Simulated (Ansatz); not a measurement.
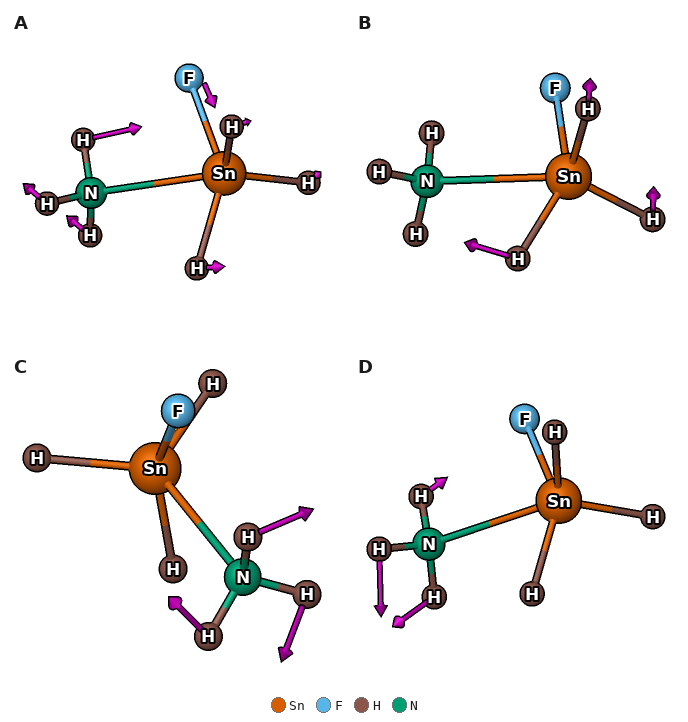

4 normal modes of one molecule or complex, as arrows. Harmonic vibrations computed with RKS PBE0-D4/def2-TZVP, core potentials on Sn (Ansatz 0.2.0) at a stationary point of the same level. It is a saddle point of order 1.

Match the panels to the wavenumbers 47 cm⁻¹, 537 cm⁻¹, 813 cm⁻¹, 1642 cm⁻¹.

A: 537 cm⁻¹
B: 813 cm⁻¹, angle bending
C: 47 cm⁻¹, a torsion or out-of-plane motion in which bond lengths and bond angles hardly change
D: 1642 cm⁻¹, H–N–H bending
